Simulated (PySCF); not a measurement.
# C$_{5}$H$_{8}$FO$_{2}$Si (doublet): what the fields show

The calculation's input:

```
{"job": {"kind": "epr", "basis": "pcH-1"}, "charge": 0, "multiplicity": 2}
C     -4.030974    -0.302935    -0.546309
C     -2.763629    -0.363253    -0.204470
F     -2.386975    -0.345902     1.097391
Si     0.403796     0.098946     1.549549
C      0.784296    -0.065404    -0.340281
O      0.241929    -0.284042    -1.422898
C      2.136178     0.192902     0.017603
C      3.375643     0.333460    -0.765412
O      2.118696     0.339066     1.359799
H     -4.312324    -0.316103    -1.581818
H     -4.814596    -0.239999     0.188374
H     -1.911771    -0.426775    -0.864677
H      0.225031    -1.096904     2.347293
H     -0.140918     1.348328     2.042447
H      3.617846     1.390304    -0.904230
H      4.210814    -0.127527    -0.238979
H      3.239960    -0.122131    -1.743293
```

Command:

```sh
OMP_NUM_THREADS=1 python probes_run.py task.json out
```

Geometry: GFN2-xTB; at this geometry the atoms fall into two loosely joined parts.

These are results of UKS B3LYP, pcH-1 on C F H O Si, non-relativistic, mean-field spin-orbit, GIAO (PySCF 2.14.0, density-fitted response routines), not measurements.

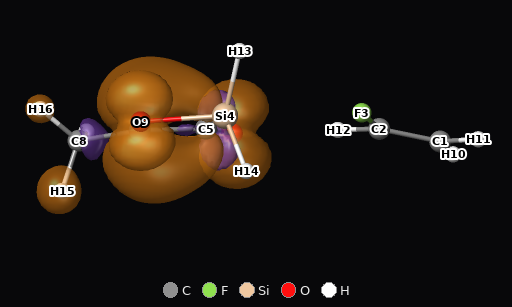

Figure 1. Isosurfaces of the spin density at +0.015 (orange) and −0.015 e/Å³ (purple), seen from one side.

Question: Describe the spin distribution.

Answer: The unpaired spin (1 electron) lies mostly on C7 (about 0.3), O6 (about 0.3), O9 (about 0.2) and C5 (about 0.1), in electrons by Hirshfeld's partition.

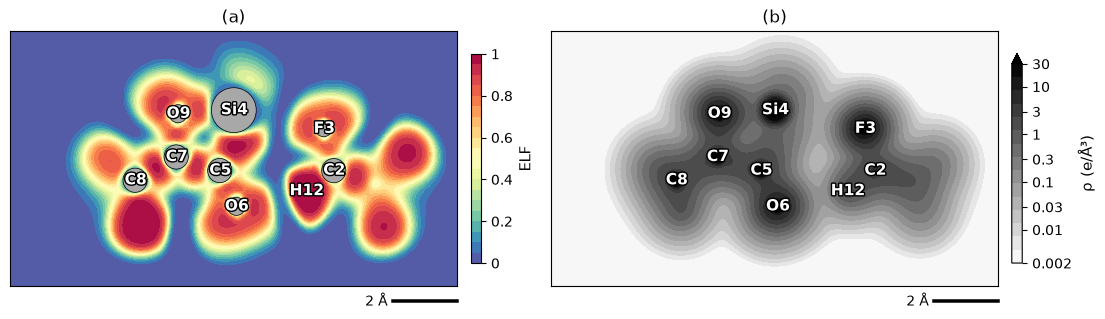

Figure 2. (a) electron localisation function; (b) total electron density on the plane of atoms C5, C7 and O9. Grey discs cover the atomic cores in the ELF map.

Question: What do the fields say about this system?

Answer: Atoms in the plane: C, F, Si, O and H.
C–O (1.23 Å): the density is about 3.1 e/Å³ at the midpoint; the ELF peaks at about 0.85 between the atoms: a short, strongly polar bond.
C–F (1.36 Å): the density is about 2.2 e/Å³ at the midpoint, with its minimum of 1.7 e/Å³ about 0.5 Å from C; the ELF peaks at about 0.85 between the atoms: a shared but strongly polarised pair.
Si–O (1.74 Å): ρ is about 0.97 e/Å³ halfway; the ELF peaks at about 0.90 between the atoms; a shared but strongly polarised pair.
C–Si (1.93 Å): the density is about 0.86 e/Å³ at the midpoint; the ELF peaks at about 0.95 between the atoms: a shared electron pair.
C–H (1.08 Å): the density is about 2.2 e/Å³ at the midpoint; the ELF climbs to about 1 towards the hydrogen, as it does in any bond to H (an ordinary covalent bond to hydrogen).
The ELF also peaks beside O6, F3 and O9, away from the bonds: non-bonding electrons, paired or unpaired.

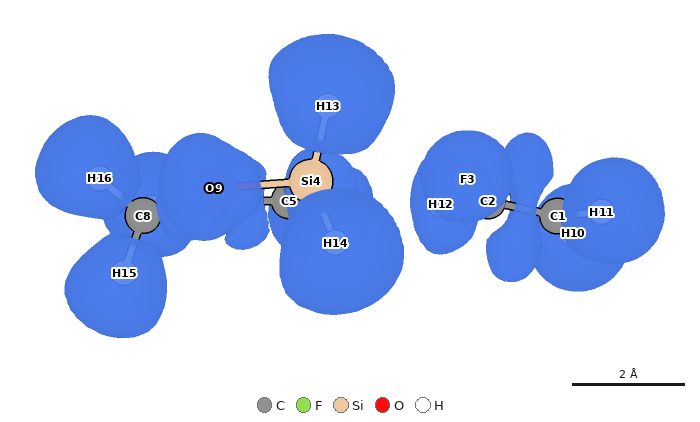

Figure 3. Isosurface of the electron localisation function at 0.75 (blue), seen from one side. Core shells and regions of very low density are left out.

Question: Identify the bonds, lone pairs and shells in this picture.

Answer: The surface consists of three regions between bonded C–C atoms (shared pairs), one region between bonded C–Si atoms (shared pairs), eight regions around hydrogen nuclei, one region on F in which the atom's valence shell and bonds are merged and two regions on O in which the atom's valence shell and bonds are merged.


 C–C (1.31 Å): the ELF peaks at about 0.95 between the atoms; a short, multiple covalent bond.
